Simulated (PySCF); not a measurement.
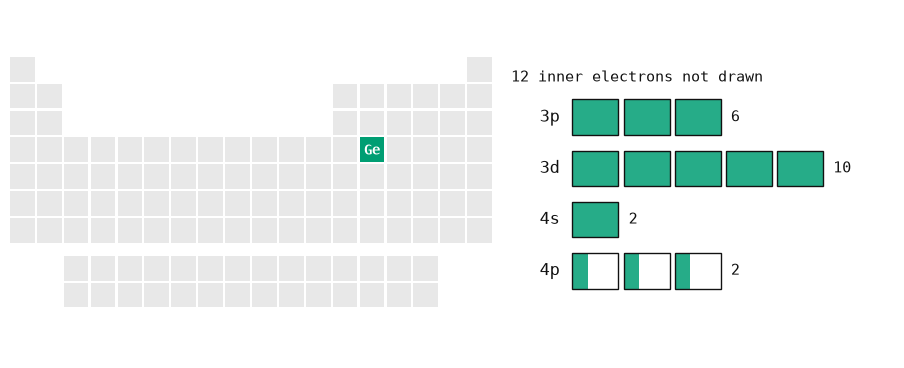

Left, the place of germanium in the periodic table; right, the outer shells of the nominal configuration: a box for each of the 2l + 1 orbitals, shaded by the share of the shell that is filled, with the electron count at the right.

## Atomic calculation for Ge

System: Ge, configuration 1s2 2s2 2p6 3s2 3p6 3d10 4s2 4p2, multiplicity 3.
Method: unrestricted HF, ANO-RCC-VTZP, spin-free X2C-1e, Gaussian nucleus (PySCF).

Output (extracts):
```
damping factor = 0
level_shift factor = 0
DIIS = <class 'pyscf.scf.diis.CDIIS'>
diis_start_cycle = 1
diis_space = 10
diis_damp = 0
SCF conv_tol = 1e-09
SCF conv_tol_grad = None
number electrons alpha = 17  beta = 15
cycle= 1 E= -2097.05451459422  delta_E= -0.00274  |g|= 0.0176  |ddm|= 0.0588
cycle= 2 E= -2097.05486497379  delta_E= -0.00035  |g|= 0.00648  |ddm|= 0.0212
cycle= 3 E= -2097.05492011853  delta_E= -5.51e-05  |g|= 0.000536  |ddm|= 0.0122
cycle= 4 E= -2097.05492028732  delta_E= -1.69e-07  |g|= 0.000321  |ddm|= 0.000548
cycle= 5 E= -2097.05492032793  delta_E= -4.06e-08  |g|= 5.31e-05  |ddm|= 0.000273
cycle= 6 E= -2097.05492033327  delta_E= -5.34e-09  |g|= 9.93e-06  |ddm|= 0.00014
cycle= 7 E= -2097.05492033342  delta_E= -1.52e-10  |g|= 6.07e-07  |ddm|= 2.65e-05
converged SCF energy = -2097.05492033342  <S^2> = 2.0091943  2S+1 = 3.0061233
```

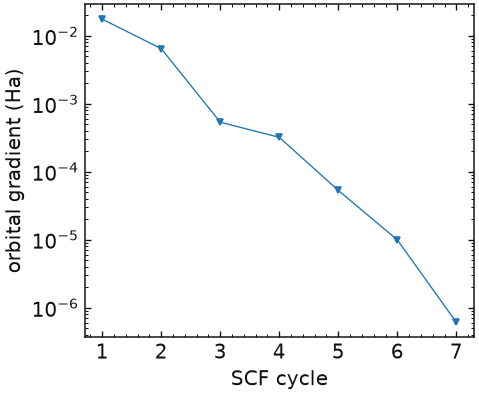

Convergence: orbital gradient against the SCF cycle. The residual falls at every step. It goes from 0.018 to 6.1×10⁻⁷ in 7 steps.

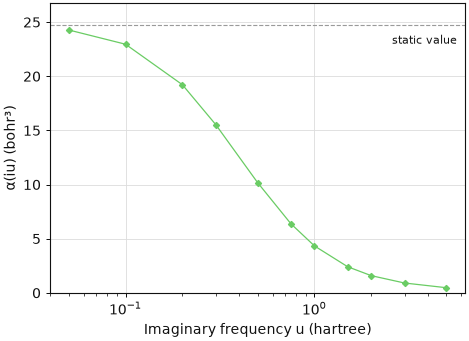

Dipole polarisability at imaginary frequency of Ge ([Ar] 3d¹⁰ 4s² 4p²). Coupled response at the HF level; PySCF, ANO-RCC-VTZP, spin-free X2C-1e, unrestricted single determinants, no spin-orbit coupling. The static dipole polarisability is 24.8 bohr³ (the recommended value is 40.0); α(iu) falls to half of it near u = 0.41 hartree. The Casimir–Polder integral gives C₆ = 191 hartree bohr⁶ for two such species.

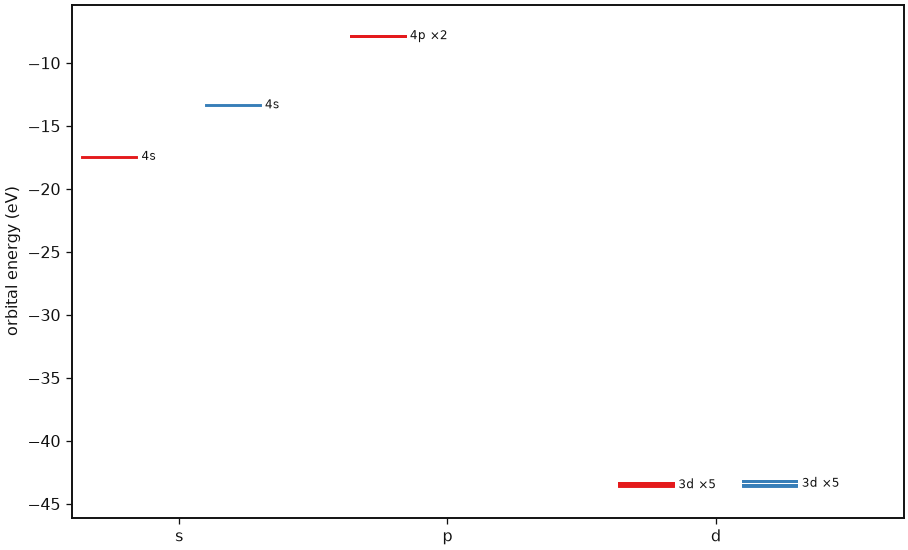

Orbital energies of the mean field, from the top down to −43.6 eV, by angular momentum, α spin at the left of each column and β at the right; ×n counts the orbitals under one label. The highest filled orbital is 4p α at −7.86 eV, the lowest empty one p α at −0.0499 eV.

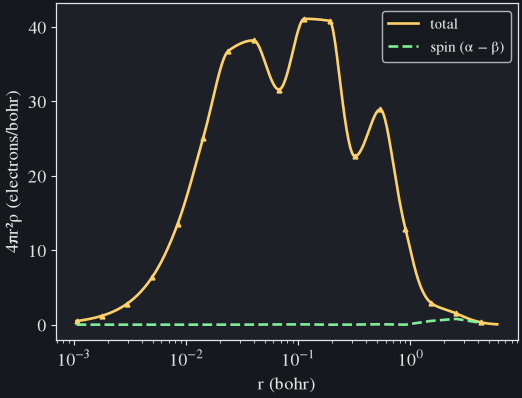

Spherically averaged radial density 4πr²ρ of the mean field and its spin part; markers are the stored points, which are sparse, and the line is a monotone interpolation between them. The largest stored value is 41.1 electrons/bohr at r = 0.11 bohr. Root-mean-square radii of the shells: 2s 0.227, 3s 0.668, 3p 0.701, 3d 0.815, 4s 2.36, 4p 3.07 bohr.

The input:
```python
from pyscf import gto, scf, dft, mp, cc
import basis_set_exchange as bse
mol = gto.M(atom="Ge 0 0 0", charge=0, spin=2, symmetry="D2h",
            basis=gto.basis.parse(bse.get_basis("ANO-RCC-VTZP", elements=["Ge"], fmt="nwchem")),
            nucmod="G")
mf = scf.UHF(mol).sfx2c1e()
mf.irrep_nelec = {'Ag': (6, 6), 'B1g': (1, 1), 'B2g': (1, 1), 'B3g': (1, 1), 'B1u': (3, 2), 'B2u': (3, 2), 'B3u': (2, 2)}
mf.kernel()
```

The script is an equivalent of what the driver set up; the driver started from orbitals of its own, so the log can be shorter than this script's would be, and it computed the properties (radii, ⟨L²⟩, response) afterwards. It held the occupations shell by shell, which the script's counts by irreducible representation don't always enforce.

Key numbers:

| quantity | value |
| --- | --- |
| outcome | converged |
| total energy | −2097.0549 hartree |
| ⟨S²⟩ | 2.009 |
| ⟨L²⟩ | 2.03 |
| static polarisability | 24.8 bohr³ |
| C₆ of the like pair | 191 hartree bohr⁶ |
| SCF iterations | 7 |
| hardware | 1 CPU thread, shared host |
| CPU time | 1.9 s (integrals apart) |

Notes:

Limits: basis without added diffuse functions.
